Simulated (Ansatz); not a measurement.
## TiPbSe3 (built on the sites of a database entry of HfPbO3): a soft mode frozen in

Which phase does TiPbSe3 (built on the sites of a database entry of HfPbO3) fall into along its unstable mode, and how much energy does it gain?

Method: DFT PBEsol, scalar-relativistic, plane waves, PAW, in Ansatz 0.2.0.

The structure was built from a prototype and need not be the compound's stable phase.

## (1) Starting point

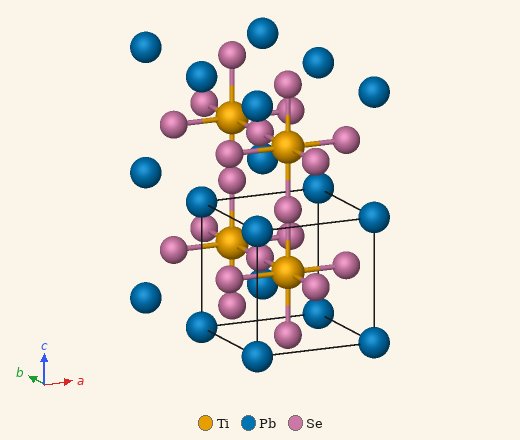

The starting structure, seen from a free direction (titanium orange, lead blue, selenium pink). 1×2×2 cells are drawn. Some periodic images of atoms are drawn too.

## (2) Phonons on a q mesh

The cell comes from relaxations at this level that are not shown. Stability and thermal properties need the whole zone. Linear response on a 2×2×2 q mesh gives force constants as far as a supercell of that size would.

The input, input.yaml:

```yaml
crystal:
  lattice:
    - [4.9321777088, 0.0, 0.0]
    - [0.0, 4.9321777088, 0.0]
    - [0.0, 0.0, 4.9321777088]
  atoms:
    - { symbol: Ti, position: [0.5, 0.5, 0.5] }
    - { symbol: Pb, position: [0.0, 0.0, 0.0] }
    - { symbol: Se, position: [0.0, 0.5, 0.5] }
    - { symbol: Se, position: [0.5, 0.0, 0.5] }
    - { symbol: Se, position: [0.5, 0.5, 0.0] }
kpoints:
  mp_grid: { grid: [8, 8, 8] }
hamiltonian:
  xc: pbesol
scf:
  occupations: { method: methfessel_paxton, width: 0.2 }
output:
  eigenvalues: true
phonons:
  method: dfpt
  qmesh: [2, 2, 2]
  temperatures: { t_max: 1000, t_step: 50 }
  qpath:
    path:
      - [[0.0, 0.0, 0.0], [0.0, 0.5, 0.0], [0.5, 0.5, 0.0], [0.0, 0.0, 0.0], [0.5, 0.5, 0.5], [0.0, 0.5, 0.0]]
      - [[0.5, 0.5, 0.5], [0.5, 0.5, 0.0]]
    npoints: 10
```

Launch:

```sh
$ ansatz run input.yaml --threads 8 --pin off --max-ram 14336MiB --backend cpu --events-out ev --progress --plain --runs-dir out
```

Numbers of over 12 decimals in the logs are rounded to 6 here.

Output:

```text
Engine: ansatz 0.2.0, aarch64-unknown-linux-gnu
Pseudopotentials: kind: paw
Pseudopotential: Ti, paw, valence charge 12, recommended cutoff 420 eV (normal), Ti.paw.azcp
Pseudopotential: Pb, paw, valence charge 14, recommended cutoff 420 eV (normal), Pb.paw.azcp
Pseudopotential: Se, paw, valence charge 16, recommended cutoff 420 eV (normal), Se.paw.azcp
Functional definition: PBEsol
  exchange = pbesol_x
  correlation = pbesol_c
Crystal: 5 atoms, lattice volume = 119.982 Å³
Basis set: ecut = 420 eV, 2325 PW (Γ), exchange–correlation on 72×72×72 points (8 copies of the dense FFT grid, shifted against one another)
Bands: 45, of which v1, the nominal top of the filled ones, is band 37 counted from 1 (36 counted from 0)
Symmetry: 48 space group operations
k-points: 35 of 512
Non-local potential: Ti, projectors of the file, l = 0: 3, l = 1: 2, l = 2: 3, l = 3: 1
Non-local potential: Pb, projectors of the file, l = 0: 2, l = 1: 2, l = 2: 2, l = 3: 2
Non-local potential: Se, projectors of the file, l = 0: 2, l = 1: 2, l = 2: 3, l = 3: 1
PAW form: soft (Blöchl's): semilocal exchange-correlation on the pseudo side does not see the compensation charge
PAW frozen core: Ti, regenerated for the run's functional, and the local potential with it (the file was generated under x = pbe(κ = 0.804, μ = 0.219515), c = pbe(β = 0.066725))
PAW frozen core: Pb, regenerated for the run's functional, and the local potential with it (the file was generated under x = pbe(κ = 0.804, μ = 0.219515), c = pbe(β = 0.066725))
PAW frozen core: Se, regenerated for the run's functional, and the local potential with it (the file was generated under x = pbe(κ = 0.804, μ = 0.219515), c = pbe(β = 0.066725))
PAW one-centre angular grid: Ti, 590 points (default); XC on 64 Gauss nodes
PAW one-centre angular grid: Pb, 590 points (default); XC on 64 Gauss nodes
PAW one-centre angular grid: Se, 590 points (default); XC on 64 Gauss nodes
Initial density: superposition of atomic densities (neutral atoms: chi_scale 0, normalization atom), corrected by the library's trained network
Initial wavefunctions: pseudopotential atomic-orbital guess
Functional: x = pbesol(κ = 0.804, μ = 0.123457), c = pbesol(β = 0.046)
SCF iter   1: F=—  HF=-30504.419117 eV  |F-HF|=—  |Δ(HF+E_count)|=         —  Δρ=7.09e-3  dr2=9.22e-2  ethr=1.77e-3  ⟨swp⟩=6.5  Hψ=5825  notcnv=0
preconditioner: auto → Kerker (q_TF=auto, 2.517 Å⁻¹)  [metal: Δε(μ)=0.045 eV  Ē_g=10.867 eV  σ=0.200 eV  W_gap=0.19  n_scr=26 (ndim 8)  ℏωp=20.3 eV  f_vac=0.008  D(μ)=2.01/eV (n_scr^D=6)]
SCF iter   2: F=—  HF=-30504.411365 eV  |F-HF|=—  |Δ(HF+E_count)|=   7.75e-3  S|Δr|=    0.00e0  Δρ=3.68e-3  dr2=2.71e-2  ethr=1.25e-4  ⟨swp⟩=1.0  Hψ=1855  notcnv=0
SCF iter   3: F=—  HF=-30504.408449 eV  |F-HF|=—  |Δ(HF+E_count)|=   2.92e-3  S|Δr|=    0.00e0  Δρ=4.74e-4  dr2=3.50e-4  ethr=3.66e-5  ⟨swp⟩=1.9  Hψ=1607  notcnv=0
SCF iter   4: F=—  HF=-30504.408444 eV  |F-HF|=—  |Δ(HF+E_count)|=   5.00e-6  S|Δr|=    0.00e0  Δρ=2.71e-4  dr2=1.16e-4  ethr=4.73e-7  ⟨swp⟩=2.0  Hψ=2798  notcnv=0
SCF iter   5: F=—  HF=-30504.408437 eV  |F-HF|=—  |Δ(HF+E_count)|=   6.87e-6  S|Δr|=    0.00e0  Δρ=7.37e-5  dr2=1.13e-5  ethr=1.56e-7  ⟨swp⟩=2.3  Hψ=2822  notcnv=0
SCF iter   6: F=—  HF=-30504.408440 eV  |F-HF|=—  |Δ(HF+E_count)|=   2.90e-6  S|Δr|=    0.00e0  Δρ=1.74e-5  dr2=4.86e-7  ethr=1.52e-8  ⟨swp⟩=2.8  Hψ=3119  notcnv=0
SCF iter   7: F=—  HF=-30504.408438 eV  |F-HF|=—  |Δ(HF+E_count)|=   1.98e-6  S|Δr|=    0.00e0  Δρ=6.34e-6  dr2=8.03e-8  ethr=6.57e-10  ⟨swp⟩=2.1  Hψ=1932  notcnv=0
SCF iter   8: F=—  HF=-30504.408438 eV  |F-HF|=—  |Δ(HF+E_count)|=   2.64e-8  S|Δr|=    0.00e0  Δρ=2.18e-6  dr2=8.35e-9  ethr=1.09e-10  ⟨swp⟩=2.1  Hψ=1815  notcnv=0
SCF iter   9: F=—  HF=-30504.408438 eV  |F-HF|=—  |Δ(HF+E_count)|=  1.16e-10  S|Δr|=    0.00e0  Δρ=5.07e-7  dr2=7.43e-10  ethr=1.13e-11  ⟨swp⟩=2.5  Hψ=2778  notcnv=0
SCF iter  10: F=—  HF=-30504.408438 eV  |F-HF|=—  |Δ(HF+E_count)|=  1.38e-10  S|Δr|=    0.00e0  Δρ=1.54e-7  dr2=5.77e-11  ethr=1.00e-12  ⟨swp⟩=2.1  Hψ=2399  notcnv=0
SCF iter  11: F=-30504.408438 eV  HF=-30504.408438 eV  |F-HF|=3.64e-12  |Δ(HF+E_count)|=  1.82e-11  S|Δr|=    0.00e0  Δρ=4.26e-8  dr2=2.90e-12  ethr=1.00e-12  ⟨swp⟩=8.9  Hψ=6988  notcnv=0
SCF 1 converged in 11 iterations: F = -30504.408438 eV  dr2 = 2.90e-12
  greatest PAW one-centre occupation: 1.000 electrons in one spin orbital (limit 2), on the Se atom at site 3 (counted from 0), in its partial waves of l = 2
Initial density: read from a saved state, or passed on in memory by an earlier SCF of this step, an earlier step, the calling program or the single point that the run made first
iter 1 solved again at ethr=2.03e-7 eV; its pass at ethr=3.10e-3 eV (dr2=1.50e-4 eV) is discarded
SCF iter   1: F=—  HF=-30504.408438 eV  |F-HF|=—  |Δ(HF+E_count)|=         —  Δρ=5.83e-7  dr2=4.75e-10  ethr=2.03e-7  ⟨swp⟩=2.7  Hψ=9251  notcnv=0
eigensolver tolerance schedule: the retry pair's looser diagonalisation over-reported the residual by 316167.51 of it (diagonalisation noise at an unbounded share of the residual, at the tolerance the schedule requests for it); recorded, not acted on — ethr = c·dr2/N_el stays at c = 1.0e-1
preconditioner: auto → Kerker (q_TF=auto, 2.517 Å⁻¹)  [metal: Δε(μ)=0.038 eV  Ē_g=10.848 eV  σ=0.200 eV  W_gap=0.16  n_scr=26 (ndim 8)  ℏωp=20.3 eV  f_vac=0.006  D(μ)=2.90/eV (n_scr^D=18)]
SCF iter   2: F=—  HF=-30504.408438 eV  |F-HF|=—  |Δ(HF+E_count)|=   3.49e-8  S|Δr|=    0.00e0  Δρ=2.58e-7  dr2=6.86e-11  ethr=1.00e-12  ⟨swp⟩=3.8  Hψ=4370  notcnv=0
SCF iter   3: F=—  HF=-30504.408438 eV  |F-HF|=—  |Δ(HF+E_count)|=  3.27e-11  S|Δr|=    0.00e0  Δρ=1.66e-7  dr2=2.85e-11  ethr=1.00e-12  ⟨swp⟩=4.9  Hψ=4675  notcnv=0
SCF iter   4: F=—  HF=-30504.408438 eV  |F-HF|=—  |Δ(HF+E_count)|=  1.46e-11  S|Δr|=    0.00e0  Δρ=9.25e-8  dr2=1.04e-11  ethr=1.00e-12  ⟨swp⟩=1.0  Hψ=1575  notcnv=0
SCF iter   5: F=-30504.408438 eV  HF=-30504.408438 eV  |F-HF|=1.82e-11  |Δ(HF+E_count)|=  7.28e-12  S|Δr|=    0.00e0  Δρ=5.79e-8  dr2=4.49e-12  ethr=1.00e-12  ⟨swp⟩=2.0  Hψ=2971  notcnv=0
SCF 2 converged in 5 iterations: F = -30504.408438 eV  dr2 = 4.49e-12
  greatest PAW one-centre occupation: 1.000 electrons in one spin orbital (limit 2), on the Se atom at site 4 (counted from 0), in its partial waves of l = 2
phonons: the bands overlap, so this run is a metal and interpolates without the dipole-dipole term. If the crystal is really an insulator or semiconductor, its LO-TO splitting is missing
NSCF: frozen V_eff on 35 k-points
NSCF: frozen V_eff on 125 k-points
DFPT response loops at q = (0, 0, 0) (fractional): preconditioner auto → Kerker (q_TF=auto, 2.517 Å⁻¹) (partly filled bands, converged f_vac=0.006); β = 1.00, the filter's whole step (`scf.mixing.beta` (0.50) is not read by the response loops under this deck's `scf.mixing.preconditioner`; to damp them name `kerker` or `kerker_dos`, under which they read `scf.mixing.beta`, and type it under 1.00, their step now; both keys bind the ground state too); Broyden in place of MSR1
NSCF: frozen V_eff on 250 k-points
DFPT response loops at q = (0, 0, -0.5) (fractional): mixed as the last ones told, above
NSCF: frozen V_eff on 250 k-points
DFPT response loops at q = (0, -0.5, -0.5) (fractional): mixed as the last ones told, above
NSCF: frozen V_eff on 250 k-points
DFPT response loops at q = (-0.5, -0.5, -0.5) (fractional): mixed as the last ones told, above
SCF converged after 11 iterations
Stability not checked: this state was not tested for a lower state beside it, because cold or Methfessel-Paxton smearing, or corrected tetrahedra, fill the levels in a way that the test cannot read (fill_not_monotonic; see scf.lower_state_search)
Free energy (F): -30504.408438 eV
Harris-Foulkes:  -30504.408438 eV  (|F-HF|=3.64e-12)
Internal energy: -30504.406291 eV  (E = F + TS)
E sigma→0 (E₀):  -30504.407901 eV
Entropy (-TS):   -0.002146 eV (-0.429 meV/atom)
Fermi energy:    9.885978 eV
Step filling:    the computed levels leave a gap of 0.0382 eV = 0.2 smearing widths at the electron count; against every level under it full and every level over it empty, smearing changes F+E_penalty+E_count by +1.467 meV and its σ→0 estimate by +2.003 meV
--- Per-component energies (eV) ---
  E_band       = -1336.141055
  E_kinetic    = 916.367517
  E_local      = -9376.800173  (includes V_loc(G=0)·N_el)
  E_nonlocal   = -1419.148471
  E_hartree    = 4469.349133
  E_xc         = -627.192135
  E_vxc        = -550.271967  (∫ρ·V_xc dr)
  E_paw        = -16877.453084  (= ΣΔE_a)
  E_vpaw       = 155.015409  (= ΣTr[D̂ρ^β])
  E_aug_tail   = -0.001679  (compensation charges beyond the density's cutoff)
  E_ewald      = -7592.754251
  E_core_change = 3.226852  (= ΣΔE_core)
  E_smearing   = -0.002146  (= −TS)
  E_closure    = -0.000000  (closes the sum)
  Σ components = -30504.408438   (vs F -30504.408438, Δ=0.00e0)
--- Band table (eV; the first three rows and the last of 35) ---
  k-point 0: bands = [... 33 lower, 8.4821, 9.0025, 9.0025, 9.0025, 9.4812, 9.4812, 9.4812, 10.8544, ... 4 higher]
  k-point 1: bands = [... 33 lower, 8.3784, 8.5783, 8.8941, 8.8941, 9.4865, 9.9445, 9.9445, 10.8601, ... 4 higher]
  k-point 2: bands = [... 33 lower, 8.0792, 8.1523, 8.9684, 8.9684, 9.4993, 10.5094, 10.5094, 10.8703, ... 4 higher]
  k-point 34: bands = [... 33 lower, 6.1584, 10.0941, 10.0941, 10.0941, 10.6898, 10.6898, 10.6898, 14.0194, ... 4 higher]
--- Phonons (Γ-DFPT): 4 representative perturbations + reference (Σ response iterations 12) ---
  ASR residual: 4.956e-5 → 0.000e0 eV/Å²; symmetrization residual: 9.531e-6 eV/Å²
  ASR residual per site (eV/Å²): 2.66e-5 4.96e-5 1.43e-5 1.43e-5 1.43e-5
  Γ frequencies (cm⁻¹): -81.87 -81.87 -81.87 -63.84 -63.84 -63.84 -41.53 -41.53 -41.53 0.00 0.00 0.00 251.70 251.70 251.70
--- Phonons (arbitrary-q DFPT): 4 irreducible q on the 2×2×2 mesh ---
  q = [0.0000, 0.0000, 0.0000] (star 1, of the zone-centre solve; hermiticity 1.68e-6, symmetrization 1.25e-11): -81.87 -81.87 -81.87 -63.84 -63.84 -63.84 -41.53 -41.53 -41.53 -0.00 0.00 0.00 251.70 251.70 251.70
  q = [0.0000, 0.0000, -0.5000] (star 3, 9 solved perturbations in 975 linear systems a pass and spin channel, the states on 125 of 512 k-point pairs; hermiticity 2.55e-6, symmetrization 1.26e-12): -58.76 -58.76 -57.77 -57.77 -47.29 -47.29 -45.24 -22.29 59.28 59.28 76.93 224.03 238.48 249.26 249.26
  q = [0.0000, -0.5000, -0.5000] (star 3, 9 solved perturbations in 975 linear systems a pass and spin channel, the states on 125 of 512 k-point pairs; hermiticity 1.58e-6, symmetrization 3.88e-13): -122.13 -69.20 -69.20 -59.78 -37.97 45.83 45.83 53.22 53.22 117.30 124.65 217.80 217.80 248.13 254.98
  q = [-0.5000, -0.5000, -0.5000] (star 1, 4 solved perturbations in 350 linear systems a pass and spin channel, the states on 125 of 512 k-point pairs; hermiticity 2.49e-6, symmetrization 1.61e-11): -118.09 -118.09 -118.09 -55.77 -55.77 -55.77 35.84 35.84 105.08 105.08 105.08 219.31 219.31 219.31 270.31
  sum rule: each row above includes the acoustic sum rule's correction from the zone centre's row sums; it moved no ω² by more than (0.39 cm⁻¹)²
  mesh force constants: q→R imaginary residual 6.89e-18; ASR residual 4.956e-5 → 0.000e0 eV/Å²; symmetrization residual 6.661e-15 eV/Å²
  interpolated dispersion: 62 rows × 15 modes
  density of states and harmonic sums: on the 14×14×14 q-mesh, interpolated from the force constants of a 2×2×2 supercell (no non-analytic term)
  largest difference from the sums on the solved wave vectors: F 1.34e-1 eV, S 1.91e-4 and C_V 5.77e-5 eV/K
  zero-point energy: 0.077829 eV/cell   skipped modes (ω ≤ 0): 784, of them read as no rigid motion or as one in doubt: 781 (6.457e0 modes/cell left out, lowest -122.13 cm⁻¹)   left out of the sums: 4.31e-1 of the cell's modes: C_V's classical limit lies that fraction below 3 k_B per atom; for a crystal, a wire or a layer, F and S can be off by more, and a phonons.interpolated_qmesh denser along its periods is the remedy for the sampling
```

Wall time 3.3 min (8 threads of Arm Neoverse V2, shared host); peak memory 2.1 GiB; 25 min of CPU time.

In the SCF lines HF is the Harris–Foulkes energy and dr2 the Hartree energy of the density residual, in eV; the loop may stop once dr2 is under the threshold and the program's other checks hold. Hψ counts applications of the Hamiltonian.

This step gave:

| Item | Value |
| --- | --- |
| volume per atom | 24.00 Å³ |
| gap on the k-mesh | 0 eV |
| sum-rule residual before enforcement | 4.96e-5 eV/Å² |
| lowest frequency on the path | -122.1 cm⁻¹ |
| point group | m-3m |
| highest frequency on the path or at a solved wavevector | 277.6 cm⁻¹ |
| highest optical mode at the zone centre (no LO-TO term) | 251.7 cm⁻¹ |
| lowest optical zone-centre mode | -81.87 cm⁻¹ |
| lowest mode on the q mesh (acoustic modes at Γ apart) | -122.1 cm⁻¹ |

Frequencies (cm⁻¹) solved at each irreducible wavevector; negative means imaginary. Frequencies by wavevector, by row:

```
q in reciprocal lattice units  star  mode 1  mode 2  mode 3  mode 4  mode 13  mode 14  mode 15
                        0 0 0     1   -81.9   -81.9   -81.9   -63.8    251.7    251.7    251.7
                     0 0 -0.5     3   -58.8   -58.8   -57.8   -57.8    238.5    249.3    249.3
                  0 -0.5 -0.5     3  -122.1   -69.2   -69.2   -59.8    217.8    248.1      255
               -0.5 -0.5 -0.5     1  -118.1  -118.1  -118.1   -55.8    219.3    219.3    270.3
```

Interpolated from a 2×2×2 q mesh. The phonon branches at the labelled points (cm⁻¹):

```
    point  branch 1  branch 2  branch 3  branch 4  branch 12  branch 13  branch 14  branch 15
        Γ       -82       -82       -82       -64          0        252        252        252
        X       -59       -59       -58       -58        224        238        249        249
        M      -122       -69       -69       -60        218        218        248        255
        Γ       -82       -82       -82       -64          0        252        252        252
        R      -118      -118      -118       -56        219        219        219        270
        X       -59       -59       -58       -58        224        238        249        249
jump to R      -118      -118      -118       -56        219        219        219        270
        M      -122       -69       -69       -60        218        218        248        255
```

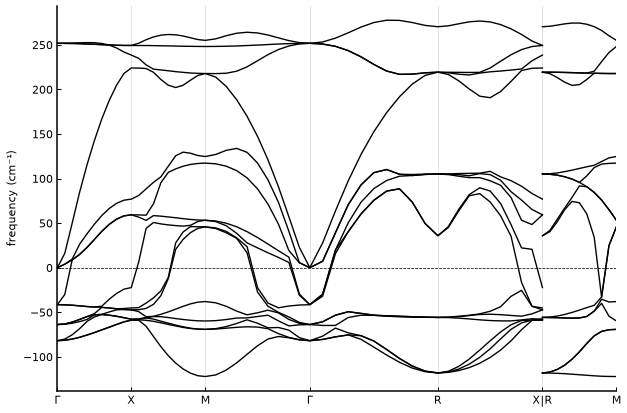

Phonon branches along the path.

Symmetry leaves 4 wavevectors to solve. The lowest mode among them, the acoustic zeros apart, lies at q = (0, -0.5, -0.5) and is imaginary, 122.1i cm⁻¹, so the energy falls along it.

## (3) The mode frozen in, largest atomic shift 0 Å

The mode followed lies at q = (-0.5, -0.5, -0.5) with frequency 118.1i cm⁻¹ and is 3-fold degenerate, one of the unstable modes though not the softest. At small amplitude the distorted cell has space group no. 140 by a symmetry search on the positions. The undistorted cell that holds it gives the zero of energy on the same k mesh.

System of this step: TiPbSe3 (built on the sites of a database entry of HfPbO3). Symmetry: Pm-3m, No. 221, cubic system. The conventional cell has a = 4.932 Å, b = 4.932 Å, c = 4.932 Å, α = 90.00°, β = 90.00°, γ = 90.00°. Nearest to Ti lie 6 Se at 2.47 Å. Nearest to Pb lie 12 Se at 3.49 Å. Nearest to Se lie 2 Ti at 2.47 Å and 4 Pb at 3.49 Å. Farther neighbours and most contacts between anions are not listed.

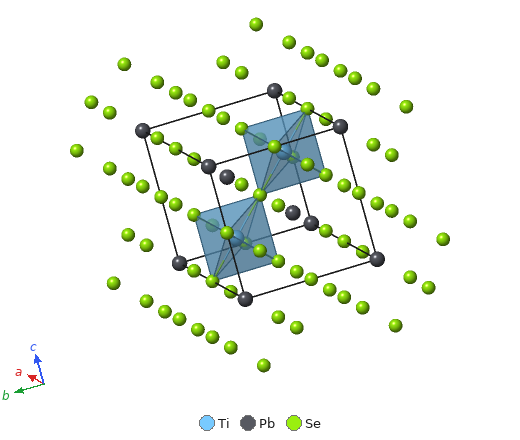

The cell of this step (titanium blue, lead dark grey, selenium green). Some periodic images of atoms are drawn too.

The input, input.yaml:

```yaml
crystal:
  lattice:
    - [4.9321777088, 4.9321777088, 0.0]
    - [4.9321777088, 0.0, 4.9321777088]
    - [4.9321777088, 0.0, -4.9321777088]
  atoms:
    - { symbol: Ti, position: [0.5, 0.25, 0.75] }
    - { symbol: Ti, position: [0.5, 0.75, 0.25] }
    - { symbol: Pb, position: [0.0, 0.5, 0.5] }
    - { symbol: Pb, position: [0.0, 0.0, 0.0] }
    - { symbol: Se, position: [0.5, 0.0, 0.5] }
    - { symbol: Se, position: [0.5, 0.5, 0.0] }
    - { symbol: Se, position: [0.0, 0.5, 0.0] }
    - { symbol: Se, position: [0.0, 0.0, 0.5] }
    - { symbol: Se, position: [0.5, 0.0, 1.0] }
    - { symbol: Se, position: [0.5, 0.5, 0.5] }
kpoints:
  mp_grid: { grid: [8, 8, 8] }
hamiltonian:
  xc: pbesol
scf:
  occupations: { method: methfessel_paxton, width: 0.2 }
output:
  forces: true
  stress: true
  eigenvalues: true
```

Output:

```text
[...]
Crystal: 10 atoms, lattice volume = 239.964 Å³
Basis set: ecut = 420 eV, 4645 PW (Γ), exchange–correlation on 96×96×96 points (8 copies of the dense FFT grid, shifted against one another)
Bands: 89, of which v1, the nominal top of the filled ones, is band 74 counted from 1 (73 counted from 0)
Symmetry: 96 space group operations
[...]
k-points: 29 of 512
[...]
k-point 0: bands = [... 70 lower, 9.0036, 9.5152, 9.5152, 9.5152, 10.0872, 10.0872, 10.0872, 10.7218, ... 11 higher]
  k-point 1: bands = [... 70 lower, 8.8522, 9.7686, 9.7686, 9.7774, 9.9381, 9.9381, 10.0040, 10.6279, ... 11 higher]
  k-point 2: bands = [... 70 lower, 8.6874, 9.5561, 9.5561, 9.7815, 10.1220, 10.1220, 10.1647, 10.3753, ... 11 higher]
  k-point 28: bands = [... 70 lower, 7.9710, 7.9710, 9.1049, 9.1049, 10.6940, 10.6940, 10.7240, 10.7240, ... 11 higher]
[key lines of the parts left out:]
SCF converged after 8 iterations
Free energy (F): -61008.833935 eV
Fermi energy:    9.886421 eV
P = ⅓ Tr σ = -0.0668 GPa (-0.668 kbar)
```

The job ended after 3.5 s (8 threads; peak memory 1.5 GiB).

Numbers from this step:

| Property | Result |
| --- | --- |
| pressure | -0.06678 GPa |
| energy from the undistorted cell | 0 meV/atom |

The run ends at a pressure of -0.07 GPa.

## (4) The mode frozen in, largest atomic shift 0.6 Å

The atoms are moved along the unstable eigenvector, the largest shift by 0.6 Å, with the cell fixed.

input.yaml, the sections that differ from step 3:

```yaml
crystal:
  lattice:
    - [4.9321777088, 4.9321777088, 0.0]
    - [4.9321777088, 0.0, 4.9321777088]
    - [4.9321777088, 0.0, -4.9321777088]
  atoms:
    - { symbol: Ti, position: [0.5, 0.25, 0.75] }
    - { symbol: Ti, position: [0.5, 0.75, 0.25] }
    - { symbol: Pb, position: [0.0, 0.5, 0.5] }
    - { symbol: Pb, position: [0.0, 0.0, 0.0] }
    - { symbol: Se, position: [0.5, 0.060825059, 0.439174941] }
    - { symbol: Se, position: [0.5, 0.439174941, 0.060825059] }
    - { symbol: Se, position: [0.0, 0.5, 0.0] }
    - { symbol: Se, position: [0.0, 0.0, 0.5] }
    - { symbol: Se, position: [0.5, -0.060825059, 0.939174941] }
    - { symbol: Se, position: [0.5, 0.560825059, 0.560825059] }
# kpoints, hamiltonian, scf, output: as in step 3
```

Output:

```text
[...]
Crystal: 10 atoms, lattice volume = 239.964 Å³
Basis set: ecut = 420 eV, 4645 PW (Γ), exchange–correlation on 96×96×96 points (8 copies of the dense FFT grid, shifted against one another)
Bands: 89, of which v1, the nominal top of the filled ones, is band 74 counted from 1 (73 counted from 0)
Symmetry: 16 space group operations
[...]
k-points: 59 of 512
[...]
k-point 0: bands = [... 70 lower, 9.1527, 9.1527, 9.1701, 9.1701, 9.6100, 9.9848, 9.9848, 10.1675, ... 11 higher]
  k-point 1: bands = [... 70 lower, 8.9375, 8.9802, 9.4132, 9.4518, 9.8346, 9.9172, 9.9343, 10.3027, ... 11 higher]
  k-point 2: bands = [... 70 lower, 8.7656, 8.9476, 9.2892, 9.3990, 9.9632, 10.1031, 10.1595, 10.4831, ... 11 higher]
  k-point 58: bands = [... 70 lower, 7.6107, 8.7423, 9.1904, 9.1904, 9.6249, 10.3552, 10.5333, 10.5333, ... 11 higher]
[key lines of the parts left out:]
SCF converged after 9 iterations
Free energy (F): -61010.017924 eV
Fermi energy:    9.625137 eV
P = ⅓ Tr σ = -1.0514 GPa (-10.514 kbar)
```

Wall time 8.4 s (8 threads); peak memory 1.7 GiB.

Numbers from this step:

- pressure: -1.051 GPa
- energy from the undistorted cell: -118.6 meV/atom

The energy, extrapolated to zero smearing, is -118.58 meV/atom against the undistorted cell.

The run ends at a pressure of -1.05 GPa, with forces up to 0.29 eV/Å.

(Part 1 of 2 ends here.)

[Logs are printed without paths, hosts, clocks, repeated set-up lines and the standing remarks that a program may print on its own settings, such as how far it seeks lower states.]

[Hosts, paths, dates, database ids (printed as entryN), source tags and the programs' standing remarks are cut or masked in the printed files.]
